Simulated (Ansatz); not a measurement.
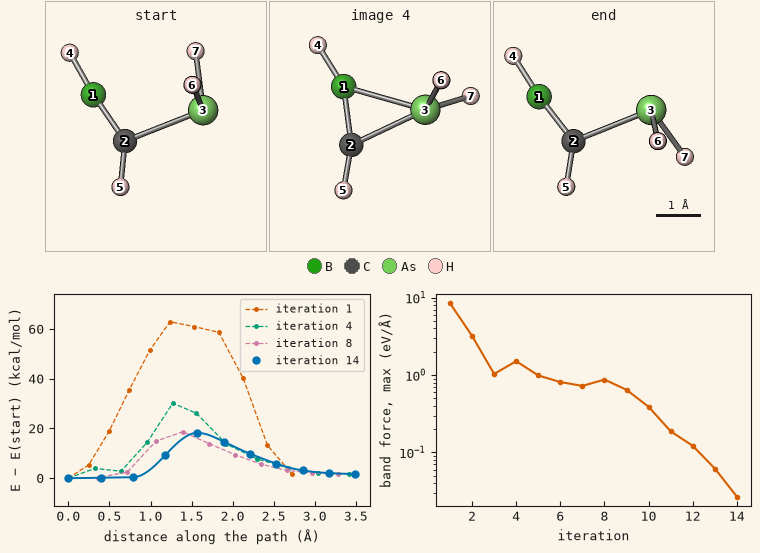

A search for the minimum-energy path of CH$_{4}$AsB by the nudged elastic band. Images are numbered from 0 (start) to 10 (end). The plot follows the band through its iterations. Style: ball-and-stick. Shown at a tilt.

All numbers below come from RKS B3LYP-D4/def2-TZVP (Ansatz). Settings: 9 movable images; climbing image; force threshold 0.03 eV/Å; iteration limit 60; starting path through a guess of the saddle point.

Judge this run.

Answer. The result is final at these settings. The band converged in 14 iterations. The largest component of the band force went from 8.5 to 0.027 eV/Å. The climbing image converged on the top of the path. Its vibrational analysis gives one imaginary mode (535i cm⁻¹), as a transition state must have. The first iteration put the highest image at 63.0 kcal/mol. The highest point, image 4, lies 18.2 kcal/mol above the start and 16.5 kcal/mol above the end; the end is at +1.7 kcal/mol relative to the start.

Cost: 3.8 min on 2 threads of Intel(R) Xeon(R) Platinum 8488C (Sapphire Rapids), on a shared host, peak memory 0.33 GiB.
